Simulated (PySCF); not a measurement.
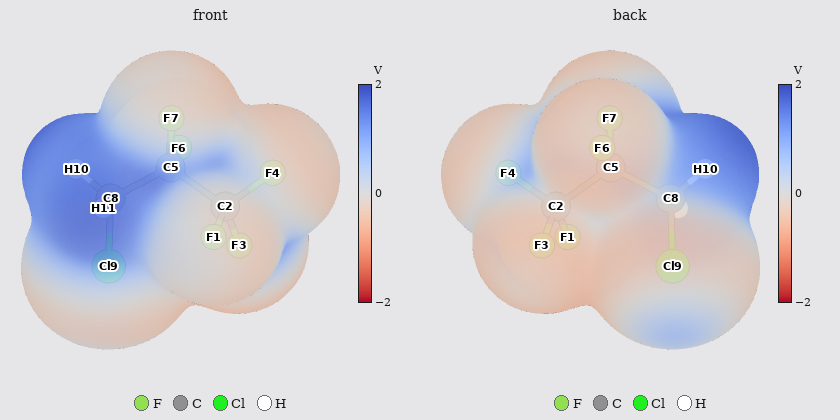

Figure 1: C3H2ClF5. The molecular electrostatic potential painted on the density surface at 0.002 e/bohr³, seen from the front and from behind; the colour scale runs from red (negative) to blue (positive).

Geometry: GFN2-xTB, NEB image 0 of 0 to 8.

Computed with PySCF, PBE0/pcSseg-1, SCF density, gas phase, non-relativistic.

```
atom    x (Å)    y (Å)    z (Å)
   F   1.3503  -1.2841   0.4577
   C   1.2834  -0.0690  -0.0944
   F   1.5102  -0.2009  -1.3959
   F   2.2709   0.6586   0.4172
   C  -0.1002   0.5859   0.1940
   F  -0.2340   1.6631  -0.6064
   F  -0.0612   1.0657   1.4633
   C  -1.2859  -0.3638   0.0642
  Cl  -1.3211  -1.1151  -1.5475
   H  -2.2038   0.2098   0.2034
   H  -1.2031  -1.1475   0.8185
```

**Describe the electrostatic potential map.**

The most negative region (about −0.5 V, or −12 kcal/mol for a unit charge) lies over F3 and Cl9, the most positive (about +1.6 V, or +37 kcal/mol for a unit charge) over H10 and H11. Cl9 shows a σ-hole: about +0.6 V, or +14 kcal/mol for a unit charge at the tip opposite its bond, against about −0.2 V on its flanks.

**What dipole moment does the calculation give?**

Its dipole moment is 2.04 D.
